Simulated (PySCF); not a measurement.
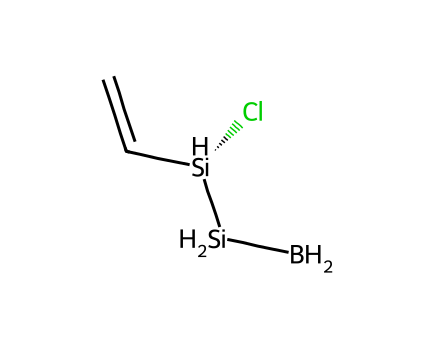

Computed geometry: GFN2-xTB optimisation. No frequency run is at hand to confirm it as a minimum. Method: CAM-B3LYP/def2-SVPD, gas phase (PySCF 2.14.0). Excitations: vertical, linear response.

Computed properties:

The species is C2H8BClSi2 (`B[SiH2][Si@@H](Cl)C=C`).
- dipole moment: 1.45 D
- HOMO energy (Kohn–Sham orbital): −8.99 eV
- LUMO energy (Kohn–Sham orbital): −1.57 eV
- HOMO–LUMO gap: 7.42 eV
- mean static polarisability: 108.9 bohr³
- lowest vertical singlet excitation: 4.32 eV
- its oscillator strength: 0.060
- brightest of the 8 lowest singlets: 6.63 eV
- its oscillator strength: 0.08

The geometry is semi-empirical. Around B, Si such bond lengths and angles can be off by a tenth of an ångström or more and by several degrees, and values that hang on the shape move with them.
